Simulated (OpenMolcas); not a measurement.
Run report: LiHS, energy and gradient calculation (part 2 of 2)

The same run, continued: LiHS; CASSCF/ANO-S-VDZP (OpenMolcas 26.06). The geometry comes from this level: GFN2-xTB.

Geometry of the input (Å):
```
Li 1.0462  -1.1159  0.4435
S  -0.6400  -0.0784  -0.3564
H  -0.4062  1.1944  -0.0871
```

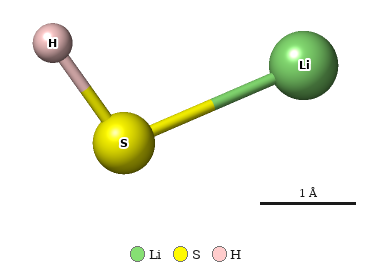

*The structure as given in the input (ball-and-stick view, seen at a tilt). Sticks mark near contacts.*

## Log, continued
```
     1 LI1    1s         0.0000    0.0172    0.0104   -0.0107   -0.0938
     2 LI1    2s        -0.0000    0.9269    0.0518   -0.2423   -0.7377
     3 LI1    3s        -0.0000    0.3183    0.0248   -0.2392   -0.0593
     4 LI1    2px        0.4831    0.2031    0.3226    0.7809    0.4104
     5 LI1    3px        0.0655    0.0050    0.1154    0.3995    0.4615
     6 LI1    2py        0.0994   -0.1139    0.9213   -0.4020   -0.3016
     7 LI1    3py        0.0135    0.0147    0.3416   -0.2692    0.2136
     8 LI1    2pz       -0.8895    0.0976    0.2781    0.3792    0.1892
     9 LI1    3pz       -0.1206    0.0043    0.1008    0.1869    0.2745
    10 LI1    3d2-       0.0142    0.0122   -0.0183   -0.0163    0.0491
    11 LI1    3d1-      -0.0407    0.0055   -0.0080   -0.0092    0.0441
    12 LI1    3d0        0.0458    0.0056   -0.0047    0.0014   -0.0572
    13 LI1    3d1+       0.0421   -0.0085   -0.0088   -0.0093    0.0816
    14 LI1    3d2+      -0.0348   -0.0044   -0.0148   -0.0052   -0.0081
    15 S2     1s         0.0000   -0.0067    0.0007    0.0192   -0.0172
    16 S2     2s         0.0000   -0.0399    0.0042    0.1125   -0.1014
    17 S2     3s         0.0000   -0.2474    0.0366    0.5880   -0.4817
    18 S2     4s         0.0000   -0.0394    0.0024    0.1481   -0.1542
    19 S2     2px       -0.0069   -0.0017   -0.0039   -0.0046   -0.0063
    20 S2     3px       -0.0098   -0.0930   -0.1037   -0.0553   -0.0651
    21 S2     4px       -0.0357   -0.0000   -0.0424   -0.0409   -0.0375
    22 S2     2py       -0.0014   -0.0019   -0.0039    0.0063   -0.0544
    23 S2     3py       -0.0020   -0.0262   -0.1091    0.1719   -0.9711
    24 S2     4py       -0.0074   -0.0139   -0.0491    0.0127   -0.4269
    25 S2     2pz        0.0126   -0.0012   -0.0025   -0.0018   -0.0095
    26 S2     3pz        0.0180   -0.0535   -0.0685   -0.0108   -0.1439
    27 S2     4pz        0.0658   -0.0016   -0.0285   -0.0208   -0.0681
    28 S2     3d2-      -0.0147   -0.0010    0.0075   -0.0053    0.0038
    29 S2     3d1-       0.0428    0.0001   -0.0052   -0.0065    0.0275
    30 S2     3d0       -0.0493   -0.0018    0.0220    0.0087   -0.0612
    31 S2     3d1+      -0.0451    0.0003    0.0103    0.0000   -0.0116
    32 S2     3d2+       0.0373   -0.0025    0.0505    0.0169   -0.1250
    33 H3     1s        -0.0000    0.0812   -0.1534   -0.1519    1.4981
    34 H3     2s        -0.0000    0.0410   -0.0351   -0.0571    0.7588
    35 H3     2px        0.0005   -0.0010    0.0054   -0.0010   -0.0103
    36 H3     2py        0.0001    0.0041    0.0012   -0.0134   -0.0087
    37 H3     2pz       -0.0009   -0.0001    0.0031   -0.0020   -0.0066
--

      Von Neumann Entropy (Root   1) =  0.02834

      Mulliken population analysis for root number:  1
      -----------------------------------------------

++    Molecular charges:
      ------------------

      Mulliken charges per centre and basis function type
      ---------------------------------------------------

                LI1     S2      H3
      1s       1.9985  2.0000  0.7973
      2s       0.0992  1.9996 -0.0103
      2px      0.0865  1.9999  0.0196
      2pz      0.1330  2.0000  0.0198
      2py      0.0361  2.0001  0.0281
      3s       0.0156  1.8213  0.0000
      3px      0.0392  1.7947  0.0000
      3pz      0.0104  1.7509  0.0000
      3py      0.0175  1.1953  0.0000
      4s       0.0000 -0.0077  0.0000
      3d2+     0.0140  0.0311  0.0000
      3d1+     0.0170  0.0040  0.0000
      3d0      0.0155  0.0124  0.0000
      3d1-     0.0126  0.0076  0.0000
      3d2-     0.0149  0.0076  0.0000
      4px      0.0000  0.0056  0.0000
      4pz      0.0000  0.0139  0.0000
      4py      0.0000 -0.0005  0.0000
      Total    2.5099 16.6355  0.8545

      N-E      0.4901 -0.6355  0.1455

      Total electronic charge=   20.000000

      Total            charge=   -0.000000
--

      Expectation values of various properties for root number:  1
      -----------------------------------------------------------

++    Molecular properties:
      ---------------------

      Charge (e):
                      =   -0.0000
      Dipole Moment (debye):
      Origin of the operator (angstrom)=   -0.3383   -0.2284   -0.2093
                   X=  6.0024E+00               Y= -2.7717E+00               Z=  2.9500E+00           Total=  7.2397E+00
      Quadrupole Moment (debye*angstrom):
      Origin of the operator (angstrom)=   -0.3383   -0.2284   -0.2093
                  XX= -1.0206E+01              XY= -5.4850E+00              XZ=  5.2630E+00              YY= -1.0779E+01
                  YZ= -1.8337E+00              ZZ= -1.8373E+01
      In traceless form (debye*angstrom)
                  XX=  4.3693E+00              XY= -8.2275E+00              XZ=  7.8946E+00              YY=  3.5111E+00
                  YZ= -2.7506E+00              ZZ= -7.8804E+00
--

      LoProp population analysis for root number:  1
      -----------------------------------------------

++    LoProp analysis:
      ----------------

++    Static properties:
      ------------------

      LoProp Charges per center

                   LI1      S2       H3
      Nuclear      3.0000  16.0000   1.0000
      Electronic  -2.1655 -16.9589  -0.8756

      Total        0.8345  -0.9589   0.1244
--

      Natural Bond Order analysis for root number:  1

++    Natural Bond Order analysis
      ---------------------------
      Based on LoProp computed density
      -------------------------------------------------------------------------------------
      Atom A       Atom B       Bond Order
      -------------------------------------------------------------------------------------
      NBO located      0.995 non-bonded electrons on atom LI1
      NBO located      0.968 non-bonded electrons on atom S2
      NBO located      0.997 non-bonded electrons on atom S2
      NBO located      1.000 non-bonded electrons on atom S2
      NBO located      1.000 non-bonded electrons on atom S2
      NBO located      1.000 non-bonded electrons on atom S2
      NBO located      1.000 non-bonded electrons on atom S2
      The remaining    3.722 electrons are to be considered as diffuse
--

--

      Von Neumann Entropy (Root   2) =  0.89335

      Mulliken population analysis for root number:  2
      -----------------------------------------------

++    Molecular charges:
      ------------------

      Mulliken charges per centre and basis function type
      ---------------------------------------------------

                LI1     S2      H3
      1s       1.9985  2.0000  0.7973
      2s       0.0992  1.9996 -0.0103
      2px      0.2358  1.9999  0.0181
      2pz      0.6390  2.0000  0.0149
      2py      0.0424  2.0001  0.0281
      3s       0.0156  1.8213  0.0000
      3px      0.0461  1.6650  0.0000
      3pz      0.0337  1.3111  0.0000
      3py      0.0178  1.1898  0.0000
      4s       0.0000 -0.0077  0.0000
      3d2+     0.0060  0.0328  0.0000
      3d1+     0.0052  0.0063  0.0000
      3d0      0.0014  0.0140  0.0000
      3d1-     0.0022  0.0126  0.0000
      3d2-     0.0136  0.0084  0.0000
      4px      0.0000 -0.0117  0.0000
      4pz      0.0000 -0.0446  0.0000
      4py      0.0000 -0.0013  0.0000
      Total    3.1565 15.9954  0.8481

      N-E     -0.1565  0.0046  0.1519

      Total electronic charge=   20.000000

      Total            charge=   -0.000000
--

      Expectation values of various properties for root number:  2
      -----------------------------------------------------------

++    Molecular properties:
      ---------------------

      Charge (e):
                      =   -0.0000
      Dipole Moment (debye):
      Origin of the operator (angstrom)=   -0.3383   -0.2284   -0.2093
                   X= -7.1102E-02               Y=  1.0601E+00               Z=  7.9832E-02           Total=  1.0655E+00
      Quadrupole Moment (debye*angstrom):
      Origin of the operator (angstrom)=   -0.3383   -0.2284   -0.2093
                  XX= -2.8035E+01              XY= -3.9755E-01              XZ=  6.2138E+00              YY= -2.0626E+01
                  YZ=  1.8994E+00              ZZ= -3.5972E+01
      In traceless form (debye*angstrom)
                  XX=  2.6441E-01              XY= -5.9632E-01              XZ=  9.3206E+00              YY=  1.1377E+01
                  YZ=  2.8492E+00              ZZ= -1.1641E+01
--

      LoProp population analysis for root number:  2
      -----------------------------------------------

++    LoProp analysis:
      ----------------

++    Static properties:
      ------------------

      LoProp Charges per center

                   LI1      S2       H3
      Nuclear      3.0000  16.0000   1.0000
      Electronic  -2.9533 -16.1705  -0.8761

      Total        0.0467  -0.1705   0.1239
--

      Natural Bond Order analysis for root number:  2

++    Natural Bond Order analysis
      ---------------------------
      Based on LoProp computed density
      -------------------------------------------------------------------------------------
      Atom A       Atom B       Bond Order
      -------------------------------------------------------------------------------------
      NBO located      0.995 non-bonded electrons on atom LI1
      NBO located      0.994 non-bonded electrons on atom S2
      NBO located      1.000 non-bonded electrons on atom S2
      NBO located      1.000 non-bonded electrons on atom S2
      NBO located      1.000 non-bonded electrons on atom S2
      NBO located      1.000 non-bonded electrons on atom S2
      The remaining    4.232 electrons are to be considered as diffuse
--

--

      Von Neumann Entropy (Root   3) =  0.00343

      Mulliken population analysis for root number:  3
      -----------------------------------------------

++    Molecular charges:
      ------------------

      Mulliken charges per centre and basis function type
      ---------------------------------------------------

                LI1     S2      H3
      1s       1.9985  2.0000  0.7973
      2s       0.0992  1.9996 -0.0103
      2px      0.5107  1.9999  0.0152
      2pz      1.5713  2.0000  0.0052
      2py      0.0540  2.0001  0.0280
      3s       0.0156  1.8213  0.0000
      3px      0.0490  1.3984  0.0000
      3pz      0.0435  0.4074  0.0000
      3py      0.0179  1.1785  0.0000
      4s       0.0000 -0.0077  0.0000
      3d2+     0.0041  0.0372  0.0000
      3d1+     0.0024  0.0126  0.0000
      3d0     -0.0020  0.0214  0.0000
      3d1-    -0.0003  0.0183  0.0000
      3d2-     0.0133  0.0090  0.0000
      4px      0.0000 -0.0232  0.0000
      4pz      0.0000 -0.0836  0.0000
      4py      0.0000 -0.0018  0.0000
      Total    4.3772 14.7874  0.8354

      N-E     -1.3772  1.2126  0.1646

      Total electronic charge=   20.000000

      Total            charge=   -0.000000
--

      Expectation values of various properties for root number:  3
      -----------------------------------------------------------

++    Molecular properties:
      ---------------------

      Charge (e):
                      =   -0.0000
      Dipole Moment (debye):
      Origin of the operator (angstrom)=   -0.3383   -0.2284   -0.2093
                   X= -9.1635E+00               Y=  6.8228E+00               Z= -4.2141E+00           Total=  1.2177E+01
      Quadrupole Moment (debye*angstrom):
      Origin of the operator (angstrom)=   -0.3383   -0.2284   -0.2093
                  XX= -4.9213E+01              XY=  4.6562E+00              XZ=  8.8460E+00              YY= -3.2757E+01
                  YZ=  6.0803E+00              ZZ= -5.9060E+01
      In traceless form (debye*angstrom)
                  XX= -3.3041E+00              XY=  6.9844E+00              XZ=  1.3269E+01              YY=  2.1380E+01
                  YZ=  9.1204E+00              ZZ= -1.8075E+01
--

      LoProp population analysis for root number:  3
      -----------------------------------------------

++    LoProp analysis:
      ----------------

++    Static properties:
      ------------------

      LoProp Charges per center

                   LI1      S2       H3
      Nuclear      3.0000  16.0000   1.0000
      Electronic  -3.8802 -15.2447  -0.8751

      Total       -0.8802   0.7553   0.1249
--

      Natural Bond Order analysis for root number:  3

++    Natural Bond Order analysis
      ---------------------------
      Based on LoProp computed density
      -------------------------------------------------------------------------------------
      Atom A       Atom B       Bond Order
      -------------------------------------------------------------------------------------
      NBO located      0.995 non-bonded electrons on atom LI1
      NBO located      0.996 non-bonded electrons on atom S2
      NBO located      1.000 non-bonded electrons on atom S2
      NBO located      1.000 non-bonded electrons on atom S2
      NBO located      1.000 non-bonded electrons on atom S2
      NBO located      1.000 non-bonded electrons on atom S2
      The remaining    4.180 electrons are to be considered as diffuse
--

--

      Average orbitals are written to the RASORB file
      Natural orbitals for root   1 are written to the RASORB.1 file
      Natural orbitals for root   2 are written to the RASORB.2 file
      Natural orbitals for root   3 are written to the RASORB.3 file
      Spin density orbitals for root   1 are written to the SPDORB.1 file
      Spin density orbitals for root   2 are written to the SPDORB.2 file
      Spin density orbitals for root   3 are written to the SPDORB.3 file

--- Stop Module: rasscf /rc=_RC_ALL_IS_WELL_ ---
           step5.RasOrb.3 step5.rasscf.h5 step5.SpdOrb.1 step5.SpdOrb.2 step5.SpdOrb.3 xmldump
--- Module rasscf spent 2 seconds ---

--- Start Module: alaska ---

                                              &ALASKA

                       available to each process: 1.9 GB of memory, 1 thread

--- Stop Module: alaska /rc=_RC_INVOKED_OTHER_MODULE_ ---

--- Start Module: mclr ---

                                               &MCLR

                       available to each process: 1.9 GB of memory, 1 thread

 Ordinary integral handling
 No .RLXPT2  or MCKINT  , I hope that is OK
 Seward mode is assumed, reading perturbation from ONEINT
 OrdInt status: non-squared

++   Wave function specifications:
     -----------------------------

     Number of closed shell electrons             18
     Number of electrons in active shells          2
     Max number of holes in RAS1 space             0
     Max number of electrons in RAS3 space         0
     Number of inactive orbitals                   9
     Number of active orbitals                     2
     Number of secondary orbitals                 26
     Spin quantum number                         0.0
     State symmetry                                1
     Number of CI roots                            3
     States considered                             1     2     3
     Weights                                   0.333 0.333 0.333

     Symmetry species                              1
     Skipped sym. species                          0
     Frozen orbitals                               0
     Inactive orbitals                             9
     Active orbitals                               2
     RAS1 orbitals                                 0
     RAS2 orbitals                                 2
     RAS3 orbitals                                 0
     Deleted orbitals                              0
     Number of basis functions                    37
     Number of orbitals                           37
     Number of configurations                      3
     Number of combinations                        3
     Natural orbitals are used in the last CI
     RASSCF state energy =           -405.0276051200
     Size of explicit Hamiltonian in PCG:        100
--

     Convergence threshold=               1.0000E-04
     Max number of iterations in PCG:            200
     Lagrangian multipliers are calculated for state no.   3

        Iteration       Delta           Res(kappa)       Res(CI)          DeltaK           DeltaC
            1      3.580900155E-02  8.443308059E-02  1.538035107E-16  3.170251690E-03 -7.075744445E-47
            2      1.543187280E-03  1.447958485E-02  2.863131619E-16  1.366218512E-04 -6.171499906E-46
            3      2.565458486E-04  7.514407997E-03  3.019930554E-16  2.271258273E-05 -1.268094181E-45
            4      1.318670781E-05  1.909311197E-03  3.036702279E-16  1.167448991E-06 -3.987419679E-46
            5      3.113982843E-07  3.123433912E-04  3.035898032E-16  2.756879260E-08 -2.719813771E-46
      Perturbation no:    1 converged in    5 steps.

++    Molecular properties:
      ---------------------

      Charge (e):
                      =   -0.0000
      Dipole Moment (debye):
      Origin of the operator (angstrom)=   -0.3383   -0.2284   -0.2093
                   X= -7.3599E+00               Y=  6.0151E+00               Z= -3.3247E+00           Total=  1.0070E+01
      Quadrupole Moment (debye*angstrom):
      Origin of the operator (angstrom)=   -0.3383   -0.2284   -0.2093
                  XX= -4.3761E+01              XY=  3.1330E+00              XZ=  9.4021E+00              YY= -2.8931E+01
                  YZ=  5.2207E+00              ZZ= -5.4740E+01
      In traceless form (debye*angstrom)
                  XX= -1.9254E+00              XY=  4.6995E+00              XZ=  1.4103E+01              YY=  2.0319E+01
                  YZ=  7.8310E+00              ZZ= -1.8394E+01
--

      The response parameters are written to the file RESP.
--- Stop Module: mclr /rc=_RC_ALL_IS_WELL_ ---

--- Start Module: alaska ---

                                              &ALASKA

                       available to each process: 1.9 GB of memory, 1 thread

                     Threshold for contributions to the gradient: 1.000E-07

                    ********************************************
                    * Symmetry Adapted Cartesian Displacements *
                    ********************************************

           Irreducible representation : a
           Basis function(s) of irrep: x, y, xy, Rz, z, xz, Ry, yz, Rx, I

 Basis Label        Type   Center Phase
   1   LI1          x         1     1
   2   LI1          y         1     1
   3   LI1          z         1     1
   4   S2           x         2     1
   5   S2           y         2     1
   6   S2           z         2     1
   7   H3           x         3     1
   8   H3           y         3     1
   9   H3           z         3     1

                     No automatic utilization of translational and rotational invariance of the energy is employed.

 Conventional ERI gradients!

 **************************************************
 *              Molecular gradients               *
 **************************************************

  Irreducible representation: a
 ------------------------------------------------------------------------------------------
                              X                       Y                       Z
 ------------------------------------------------------------------------------------------
  LI1              -4.22257621480886E-02    2.50277794280153E-02   -2.01351202873304E-02
  S2                4.60596412246155E-02   -1.10351407413773E-02    2.37805134132210E-02
  H3               -3.83387907653299E-03   -1.39926386866343E-02   -3.64539312589263E-03
 ------------------------------------------------------------------------------------------

--- Stop Module: alaska /rc=_RC_ALL_IS_WELL_ ---
--- Module alaska spent 1 second ---

.##################.
.# Happy landing! #.
.##################.

    Timing: Wall=5.93 User=5.07 System=0.84
```

## Summary

| quantity | value |
| --- | --- |
| outcome | converged |
| total energy | −405.027605 hartree |
| CASSCF energy | −405.589978 hartree |
| basis functions | 37 |
| largest force | 2.728 eV/Å |
| wall time | 6.3 s |
| peak memory | 0.37 GiB |
